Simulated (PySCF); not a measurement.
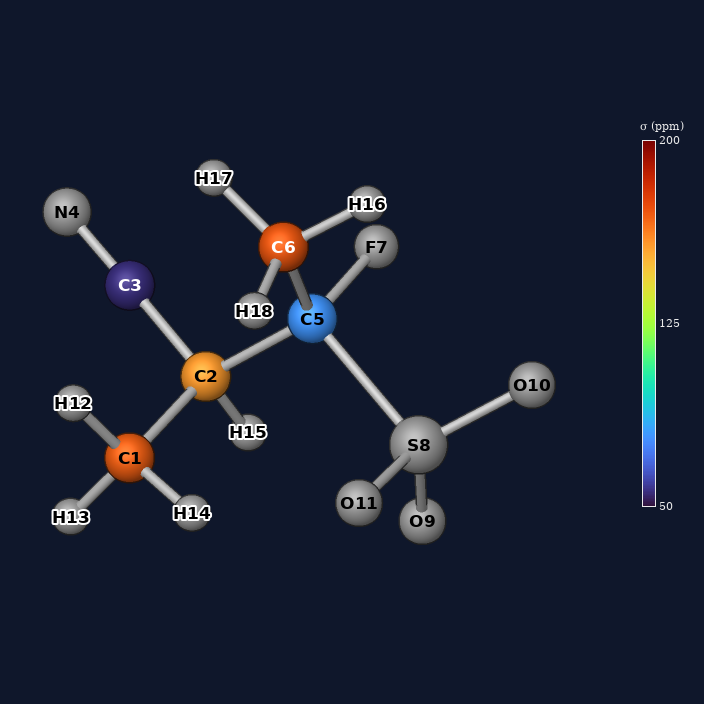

Atoms are coloured by their isotropic NMR shieldings (C only, the others grey). State: charge −1, singlet. Computed geometry: GFN2-xTB optimisation. No frequency run is at hand to confirm it as a minimum. Method: GIAO PBE0/pcSseg-1 NMR shielding, non-relativistic, gas phase (PySCF 2.14.0).

Question: Which C atom is the most shielded (lowest chemical shift)?

Answer: C6 (170.2 ppm).

Question: Which C atom is the least shielded (highest chemical shift)?

Answer: C3 (56.2 ppm).

Question: How wide is the range of C shifts?

Answer: 114.0 ppm.

List the isotropic NMR shieldings of the C atoms.

```csv
atom,σ (ppm)
C1,168.6
C2,156.7
C3,56.2
C5,79.2
C6,170.2
```
